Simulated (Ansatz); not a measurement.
**Run report: AlNH4F2, nudged elastic band**

- system: AlNH4F2
- method: RKS PBE-D4/6-31G* (Ansatz 0.2.0)

It belongs to a series of runs on one base structure; here: band between the two ends. Figures and captions count atoms from 1; the log counts them from 0 in places.

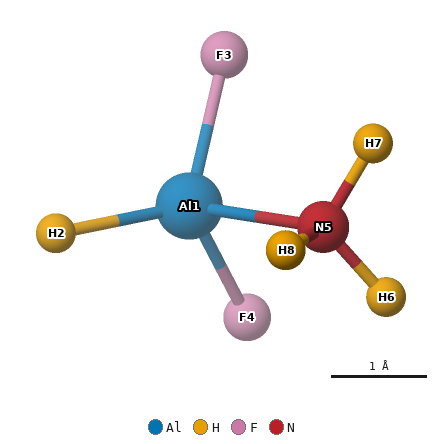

*The starting structure (ball-and-stick view, seen at a tilt; atoms are numbered from 1 in the order of the input). Sticks mark near contacts.*

Bond lengths as drawn: Al–F 1.69 Å, Al–H 1.60 Å, Al–N 2.06 Å and H–N 1.03 Å.

Input:
```yaml
crystal:
  periodic: [false, false, false]
  atoms:
    - { symbol: Al, position_ang: [0.011414, -0.042653, 0.205237] }
    - { symbol: H, position_ang: [-0.236624, 0.894186, 1.479773] }
    - { symbol: F, position_ang: [1.544503, -0.040148, -0.494044] }
    - { symbol: F, position_ang: [-1.26574, -0.273154, -0.869613] }
    - { symbol: "N", position_ang: [0.068717, -1.96258, 0.959185] }
    - { symbol: H, position_ang: [-0.668246, -2.51997, 0.508442] }
    - { symbol: H, position_ang: [0.976275, -2.386244, 0.727205] }
    - { symbol: H, position_ang: [-0.0623, -2.015538, 1.976515] }
basis:
  gaussian: { orbitals: "6-31G*" }
hamiltonian:
  xc: pbe
  dispersion: d4
neb:
  order_check: false
  images: 5
  f_tol: 0.05
  max_iterations: 60
  final_atoms:
    - { symbol: Al, position_ang: [0.10789071, -0.67391946, -0.15597033] }
    - { symbol: H, position_ang: [-0.25566885, 0.51803006, 2.0105393] }
    - { symbol: F, position_ang: [1.4961705, 0.22921093, -0.30554732] }
    - { symbol: F, position_ang: [-1.32185708, -0.01993731, -0.69737228] }
    - { symbol: "N", position_ang: [0.16730683, -2.34186164, 0.45148845] }
    - { symbol: H, position_ang: [-0.62089378, -2.98601379, 0.40493] }
    - { symbol: H, position_ang: [1.03304076, -2.84635484, 0.63507389] }
    - { symbol: H, position_ang: [-0.23799008, -0.22525495, 2.14955828] }
  initial_path:
    images:
      - { positions_ang: [[0.011414, -0.042653, 0.205237], [-0.236624, 0.894186, 1.479773], [1.544503, -0.040148, -0.494044], [-1.26574, -0.273154, -0.869613], [0.068717, -1.96258, 0.959185], [-0.668246, -2.51997, 0.508442], [0.976275, -2.386244, 0.727205], [-0.0623, -2.015538, 1.976515]] }
      - { positions_ang: [[0.01041346, -0.02789511, 0.13762211], [-0.17344537, 0.59439498, 1.62370656], [1.52827068, -0.02156359, -0.59592304], [-1.32045115, -0.18421609, -0.87467861], [0.07808522, -2.00998867, 0.87204051], [-0.578897, -2.63490645, 0.38925], [0.86286575, -2.37438168, 1.01034356], [-0.03884257, -1.68754439, 1.93033891]] }
      - { positions_ang: [[0.00941293, -0.01313721, 0.07000723], [-0.11026675, 0.29460396, 1.76764011], [1.51203835, -0.00297918, -0.69780208], [-1.37516231, -0.09527818, -0.87974421], [0.08745343, -2.05739733, 0.78489601], [-0.48954801, -2.74984291, 0.27005801], [0.74945649, -2.36251936, 1.29348213], [-0.01538515, -1.35955079, 1.88416281]] }
      - { positions_ang: [[0.00841239, 0.00162068, 0.00239234], [-0.04708812, -0.00518706, 1.91157367], [1.49580603, 0.01560523, -0.79968112], [-1.42987346, -0.00634027, -0.88480982], [0.09682165, -2.104806, 0.69775152], [-0.40019901, -2.86477936, 0.15086601], [0.63604724, -2.35065703, 1.57662069], [0.00807228, -1.03155718, 1.83798672]] }
      - { positions_ang: [[0.04157183, -0.22355937, -0.05039522], [-0.11661503, 0.16921865, 1.94456221], [1.49592752, 0.08680713, -0.63496985], [-1.393868, -0.01087262, -0.82233064], [0.12031671, -2.18382455, 0.61566383], [-0.47376393, -2.90519084, 0.23555401], [0.76837841, -2.51588964, 1.26277176], [-0.07394851, -0.76278977, 1.94184391]] }
      - { positions_ang: [[0.07473127, -0.44873941, -0.10318277], [-0.18614194, 0.34362435, 1.97755076], [1.49604901, 0.15800903, -0.47025859], [-1.35786254, -0.01540496, -0.75985146], [0.14381177, -2.26284309, 0.53357614], [-0.54732886, -2.94560231, 0.32024201], [0.90070958, -2.68112224, 0.94892282], [-0.15596929, -0.49402236, 2.0457011]] }
      - { positions_ang: [[0.10789071, -0.67391946, -0.15597033], [-0.25566885, 0.51803006, 2.0105393], [1.4961705, 0.22921093, -0.30554732], [-1.32185708, -0.01993731, -0.69737228], [0.16730683, -2.34186164, 0.45148845], [-0.62089378, -2.98601379, 0.40493], [1.03304076, -2.84635484, 0.63507389], [-0.23799008, -0.22525495, 2.14955828]] }
```

Command:
```bash
ansatz run input.yaml --threads 1 --pin off --max-ram 2048MiB --backend cpu --events-out ev --progress --plain --runs-dir out
```

Output:
```
Engine: ansatz 0.2.0, x86_64-unknown-linux-gnu
Functional definition: PBE
  parameter kappa = 0.804
  parameter beta = 0.06672455060314922
  exchange = pbe_x(kappa = kappa, mu = beta*pi^2/3)
  correlation = pbe_c(beta = beta)
824 factors; their error is unknown
mean field evaluation 1: about -13570.9899 eV, gradient 7.0e1 eV
mean field evaluation 2: about -13551.1472 eV, gradient 1.3e2 eV
mean field evaluation 4: about -13579.1790 eV, gradient 6.6e0 eV
mean field evaluation 8: about -13579.2587 eV, gradient 3.2e-2 eV
mean field evaluation 16: about -13579.2261 eV, gradient 7.5e-5 eV
mean field -13579.22612811 eV, -499.0273558779 hartree, gradient 7.5e-5 eV, S^2 0.000000; 0 other end points of the search recorded, 0 dependent functions left out
the calculation of the forces begins
reference -13579.22617595 eV, -499.0273576362 hartree; 21, 21 occupied and 51, 51 virtual orbitals, 824 factors
824 factors; their error is unknown
mean field evaluation 32: about -13578.3562 eV, gradient 1.8e-5 eV
mean field -13578.35620813 eV, -498.9953869083 hartree, gradient 1.8e-5 eV, S^2 0.000000; 0 other end points of the search recorded, 0 dependent functions left out
[... from here on the field's lines of each further geometry are left out, up to the last ...]
NEB iter   1: max|band force component| = 9.021e0 eV/Å  barrier→ = 3.7046 eV  barrier← = 2.8420 eV  Δτ_max = 0.2000 Å  (179 SCF iters)
NEB iter   2: max|band force component| = 2.983e0 eV/Å  barrier→ = 2.3096 eV  barrier← = 1.4470 eV  Δτ_max = 0.2000 Å  (158 SCF iters)
NEB iter   3: max|band force component| = 3.515e0 eV/Å  barrier→ = 1.8701 eV  barrier← = 1.0075 eV  Δτ_max = 0.1007 Å  (149 SCF iters)
NEB iter   4: max|band force component| = 6.470e-1 eV/Å  barrier→ = 1.5698 eV  barrier← = 0.7072 eV  Δτ_max = 0.1907 Å  (132 SCF iters)
NEB iter   5: max|band force component| = 1.232e0 eV/Å  barrier→ = 1.2748 eV  barrier← = 0.4122 eV  Δτ_max = 0.0804 Å  (138 SCF iters)
NEB iter   6: max|band force component| = 6.455e-1 eV/Å  barrier→ = 1.2753 eV  barrier← = 0.4127 eV  CI = image 4  Δτ_max = 0.0978 Å  (134 SCF iters)
NEB iter   7: max|band force component| = 7.397e-1 eV/Å  barrier→ = 1.3694 eV  barrier← = 0.5068 eV  CI = image 4  Δτ_max = 0.0968 Å  (133 SCF iters)
NEB iter   8: max|band force component| = 7.017e-1 eV/Å  barrier→ = 1.4314 eV  barrier← = 0.5688 eV  CI = image 4  Δτ_max = 0.0971 Å  (134 SCF iters)
NEB iter   9: max|band force component| = 3.050e-1 eV/Å  barrier→ = 1.4214 eV  barrier← = 0.5588 eV  CI = image 4  Δτ_max = 0.0406 Å  (129 SCF iters)
NEB iter  10: max|band force component| = 1.337e-1 eV/Å  barrier→ = 1.4173 eV  barrier← = 0.5547 eV  CI = image 4  Δτ_max = 0.0388 Å  (134 SCF iters)
NEB iter  11: max|band force component| = 1.109e-1 eV/Å  barrier→ = 1.4145 eV  barrier← = 0.5519 eV  CI = image 4  Δτ_max = 0.0465 Å  (132 SCF iters)
NEB iter  12: max|band force component| = 6.646e-2 eV/Å  barrier→ = 1.4110 eV  barrier← = 0.5484 eV  CI = image 4  Δτ_max = 0.0220 Å  (130 SCF iters)
the calculation of the forces begins
reference -13578.25718700 eV, -498.9917479490 hartree; 21, 21 occupied and 51, 51 virtual orbitals, 824 factors
824 factors; their error is unknown
mean field -13577.81288279 eV, -498.9754200705 hartree, gradient 1.3e-5 eV, S^2 0.000000; 1 other end points of the search recorded, 0 dependent functions left out
the calculation of the forces begins
reference -13577.81293207 eV, -498.9754218813 hartree; 21, 21 occupied and 51, 51 virtual orbitals, 824 factors
NEB iter  13: max|band force component| = 4.652e-2 eV/Å  barrier→ = 1.4108 eV  barrier← = 0.5482 eV  CI = image 4  Δτ_max = 0.0000 Å  (262 SCF iters)
```

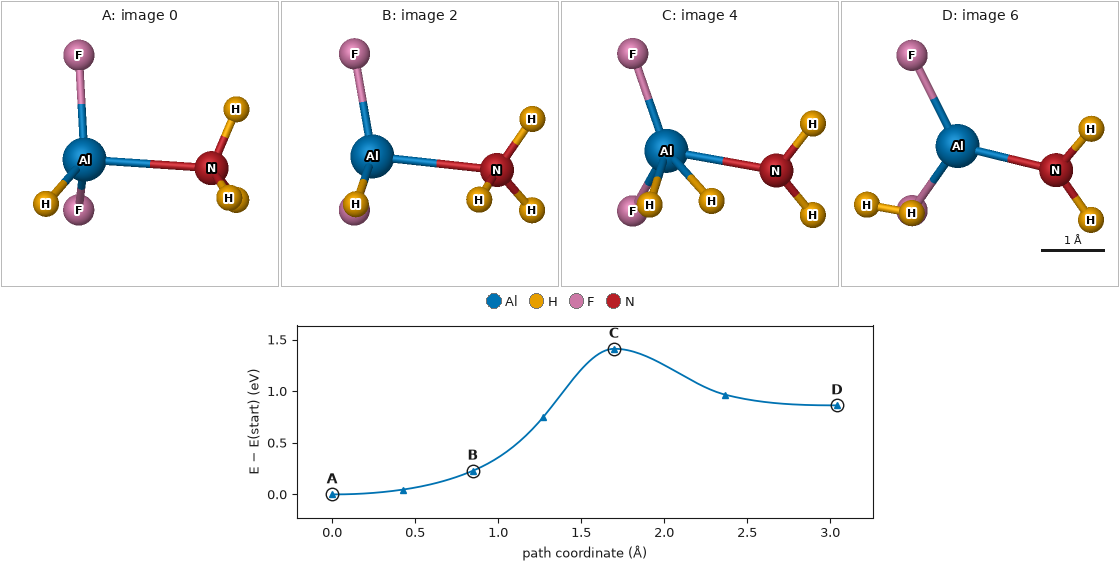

*Images of the last band (counted from 0; ball-and-stick, seen at a tilt) above the energy along the path; the line is a cubic interpolation that uses the forces.*

The highest image is number 4, 1.411 eV above the start and 0.548 eV above the end (the climbing image); the end lies 0.863 eV above the start. The path is 3.04 Å long. The band converged in 13 iterations.

```
Total energy: -13577.92465609 eV, -498.9795276636 hartree
Atom 0 at     0.064848    -0.354722    -0.008686 Å, force    -0.009588    -0.012018    -0.008717 eV/Å
Atom 1 at    -0.210294     0.050123     1.747718 Å, force    -0.007557    -0.010859    -0.022498 eV/Å
Atom 2 at     1.541070     0.262772    -0.467160 Å, force     0.002019     0.010110    -0.004863 eV/Å
Atom 3 at    -1.314124     0.013915    -0.865841 Å, force     0.006883     0.011177     0.004439 eV/Å
Atom 4 at     0.102688    -2.064328     0.788436 Å, force    -0.005348     0.030031     0.002877 eV/Å
Atom 5 at    -0.676030    -2.722619     0.686833 Å, force     0.001526    -0.002663     0.000098 eV/Å
Atom 6 at     0.980447    -2.579635     0.908073 Å, force    -0.005877    -0.001607     0.013095 eV/Å
Atom 7 at    -0.120607    -0.951606     1.703327 Å, force     0.017941    -0.024170     0.015568 eV/Å
Dipole moment:     0.003710    -0.659352     0.383077 e Å
this run last wrote the band of iteration 13 to [file]
```

The last band as extended XYZ (Å, eV, eV/Å):
```
8
Properties=species:S:1:pos:R:3:forces:R:3 image=0 energy=-13579.33539
Al    0.0114   -0.0427    0.2052    0.0014  -0.0087  -0.0080
H    -0.2366    0.8942    1.4798    0.0008  -0.0041  -0.0032
F     1.5445   -0.0401   -0.4940   -0.0005   0.0039   0.0032
F    -1.2657   -0.2732   -0.8696   -0.0008   0.0043   0.0033
N     0.0687   -1.9626    0.9592   -0.0003  -0.0006   0.0025
H    -0.6682   -2.5200    0.5084    0.0009   0.0037   0.0019
H     0.9763   -2.3862    0.7272   -0.0019   0.0041   0.0014
H    -0.0623   -2.0155    1.9765    0.0004  -0.0026  -0.0011
8
Properties=species:S:1:pos:R:3:forces:R:3 image=1 energy=-13579.28909
Al    0.0270   -0.0663    0.1461   -0.0067   0.0162   0.0367
H    -0.2233    0.6596    1.5556   -0.0067   0.1321  -0.0289
F     1.5523    0.0688   -0.5475    0.0036  -0.0487   0.0030
F    -1.2604   -0.1554   -0.9315    0.0048  -0.0482   0.0045
N     0.0702   -1.9799    0.9249   -0.0073   0.0184   0.0184
H    -0.6809   -2.5997    0.5958    0.0063   0.0329  -0.0522
H     0.9659   -2.4740    0.8243    0.0036   0.0352  -0.0525
H    -0.0827   -1.7992    1.9249    0.0024  -0.1380   0.0710
8
Properties=species:S:1:pos:R:3:forces:R:3 image=2 energy=-13579.10575
Al    0.0402   -0.1057    0.0959   -0.0207   0.1510   0.0879
H    -0.2132    0.4195    1.6051   -0.0180   0.3596  -0.0884
F     1.5665    0.1520   -0.5492   -0.0045  -0.0729  -0.0564
F    -1.2681   -0.0647   -0.9526    0.0312  -0.0703  -0.0478
N     0.0740   -2.0048    0.8833   -0.0139   0.0438   0.0127
H    -0.6989   -2.6533    0.6891    0.0109   0.0341  -0.0731
H     0.9562   -2.5301    0.9209    0.0050   0.0376  -0.0689
H    -0.0888   -1.5591    1.8002    0.0101  -0.4829   0.2339
8
Properties=species:S:1:pos:R:3:forces:R:3 image=3 energy=-13578.58396
Al    0.0497   -0.2144    0.0412   -0.0949   0.7695   0.2833
H    -0.2054    0.2031    1.6527   -0.0101   0.5707  -0.3537
F     1.5645    0.2017   -0.5245    0.0446  -0.1108  -0.1594
F    -1.2979   -0.0311   -0.9279    0.0219  -0.1139  -0.1502
N     0.0831   -2.0185    0.8699   -0.0976   0.2409   0.2855
H    -0.6971   -2.6772    0.7454   -0.0286   0.1687   0.1139
H     0.9615   -2.5439    0.9706   -0.0255   0.1791   0.1357
H    -0.0905   -1.2659    1.6652    0.1901  -1.7042  -0.1551
8
Properties=species:S:1:pos:R:3:forces:R:3 image=4 energy=-13577.92461
Al    0.0648   -0.3547   -0.0087   -0.0096  -0.0120  -0.0087
H    -0.2103    0.0501    1.7477   -0.0076  -0.0109  -0.0225
F     1.5411    0.2628   -0.4672    0.0020   0.0101  -0.0049
F    -1.3141    0.0139   -0.8658    0.0069   0.0112   0.0044
N     0.1027   -2.0643    0.7884   -0.0053   0.0300   0.0029
H    -0.6760   -2.7226    0.6868    0.0015  -0.0027   0.0001
H     0.9804   -2.5796    0.9081   -0.0059  -0.0016   0.0131
H    -0.1206   -0.9516    1.7033    0.0179  -0.0242   0.0156
8
Properties=species:S:1:pos:R:3:forces:R:3 image=5 energy=-13578.36975
Al    0.1008   -0.5678   -0.1431    0.0249  -0.1805  -0.1270
H    -0.2466    0.2056    1.9402   -0.0247   0.1253   0.1040
F     1.5096    0.2768   -0.3977    0.0070   0.0267   0.0485
F    -1.3106    0.0383   -0.7801   -0.0064   0.0133   0.0579
N     0.1449   -2.2058    0.5671    0.0056  -0.0872  -0.1222
H    -0.6591   -2.8303    0.5887    0.0172  -0.0728  -0.0469
H     1.0034   -2.6989    0.8040    0.0169  -0.0678  -0.0483
H    -0.1745   -0.5641    1.9136   -0.0404   0.2430   0.1340
8
Properties=species:S:1:pos:R:3:forces:R:3 image=6 energy=-13578.47279
Al    0.1079   -0.6739   -0.1560    0.0037  -0.0176   0.0114
H    -0.2557    0.5180    2.0105   -0.0019   0.0251   0.0033
F     1.4962    0.2292   -0.3055    0.0021   0.0024  -0.0040
F    -1.3219   -0.0199   -0.6974   -0.0048   0.0055  -0.0044
N     0.1673   -2.3419    0.4515   -0.0078  -0.0269  -0.0148
H    -0.6209   -2.9860    0.4049    0.0071   0.0188   0.0029
H     1.0330   -2.8464    0.6351    0.0007   0.0144   0.0043
H    -0.2380   -0.2253    2.1496    0.0009  -0.0217   0.0012
```

Key numbers:

- outcome: converged
- barrier, forward: 1.411 eV
- barrier, backward: 0.548 eV
- hardware: 1 thread of Intel Xeon (Sapphire Rapids), 16 GiB of memory available, shared host
- wall time: 92 s
- peak memory: 0.14 GiB

The order of the saddle point was not checked.
